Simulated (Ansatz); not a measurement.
## Electronic structure of C3H9Sn (SMILES C[CH2][SnH+][CH3]) (charge +1) in real space

```xyz
13

C    -1.2976    0.9232    1.8308
C    -0.2489    2.0317    1.8116
C     0.1834    1.3109   -1.8987
Sn    0.6721    2.3849   -0.1125
H    -1.7007    0.8280    2.8516
H    -0.8780   -0.0556    1.5541
H    -2.1466    1.1380    1.1647
H    -0.6518    3.0185    2.1012
H     0.6034    1.8385    2.4868
H     1.8799    3.5999   -0.2548
H     1.1011    0.8243   -2.2661
H    -0.5980    0.5674   -1.6963
H    -0.1541    2.0389   -2.6535
```

Geometry: B3LYP-D3(BJ)/def2-SVP; core potentials replace the inner electrons of Sn.

Level of theory: isolated molecule in a Gaussian basis; Kohn-Sham density functional theory, functional PBE0 (Ansatz 0.2.0).

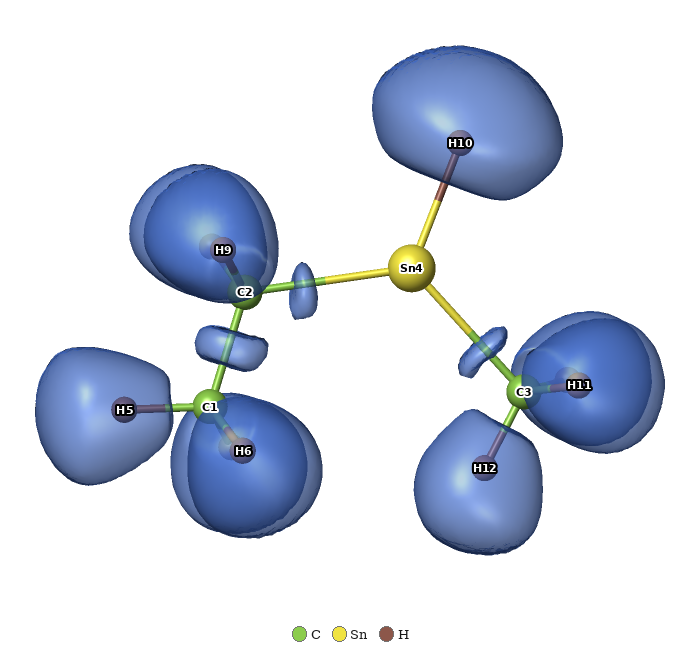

Figure 1. Isosurface of the ELF at 0.8 (blue), seen across its widest extent. Core shells and regions of very low density are left out.

> What do the ELF domains correspond to?

The ELF exceeds this value in one region between bonded C–C atoms (shared pairs), nine regions around hydrogen nuclei and two lobes of the valence shell of C pointing towards Sn (polar bonds).


C–C (1.53 Å): the ELF peaks at about 0.95 between the atoms: a shared electron pair. C–Sn (2.14 Å): the ELF peaks at about 0.90 in the valence shell of C, 0.7 Å from its nucleus, and drops to about 0.20 between the two atoms.

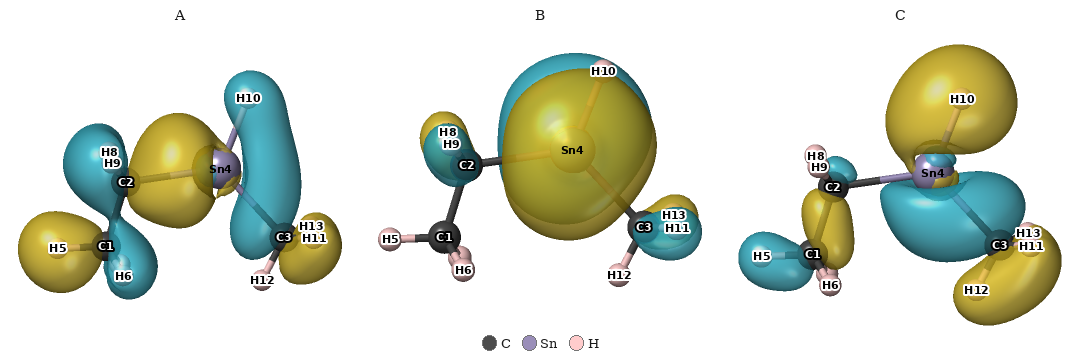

Figure 2. Three frontier orbitals at ±0.08 Å⁻³ᐟ² (yellow and cyan are the two phases), in no order.

> Which picture is the HOMO−1, the HOMO and the LUMO?

C is the HOMO−1 (−13.98 eV). By Hirshfeld shares it lies mainly on Sn4 (about 35 %), C3 (about 25 %) and H10 (about 25 %). A is the HOMO (−12.99 eV). By Hirshfeld shares it lies mainly on C2 (about 25 %), Sn4 (about 25 %), C1 (about 10 %), C3 (about 10 %) and H5 (about 10 %). B is the LUMO (−7.84 eV). By Hirshfeld shares it lies mainly on Sn4 (about 80 %).

> What is the HOMO–LUMO gap?

5.15 eV between the orbital energies.

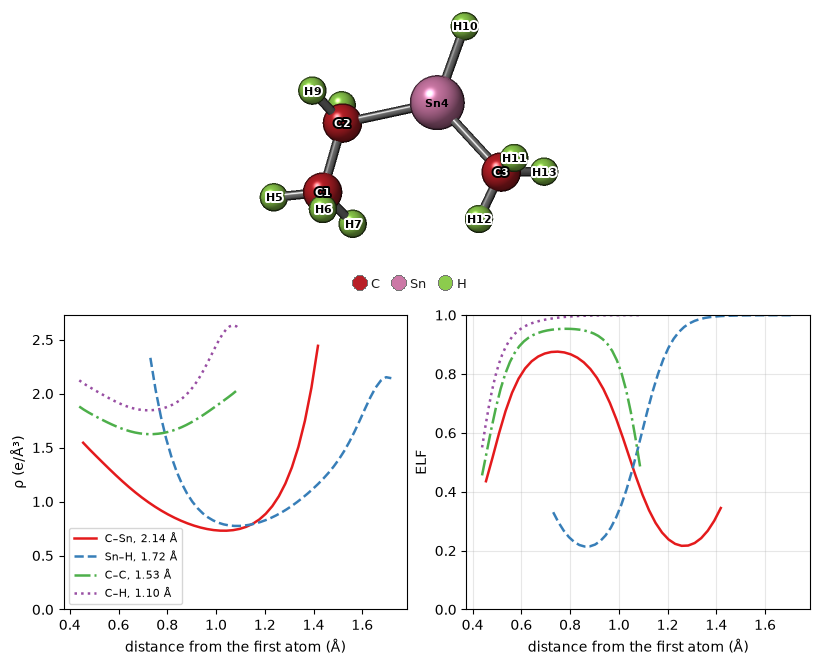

Figure 3. Electron density and electron localisation function along straight lines between neighbouring atoms. The curves leave out the atomic cores. The structure is drawn too.

> Compare the contacts.

C–Sn (2.14 Å): the density is about 0.74 e/Å³ at the midpoint; the ELF peaks at about 0.90 in the valence shell of C, 0.7 Å from its nucleus, and drops to about 0.20 between the two atoms.
Sn–H (1.72 Å): the density is about 1.2 e/Å³ at the midpoint; the ELF climbs to about 1 towards the hydrogen.
C–C (1.53 Å): ρ at the midpoint is about 1.6 e/Å³; the ELF peaks at about 0.95 between the atoms (localised, covalent bonding).
C–H (1.10 Å): the density is about 2 e/Å³ at the midpoint; the ELF climbs to about 1 towards the hydrogen; a covalent bond by its length.
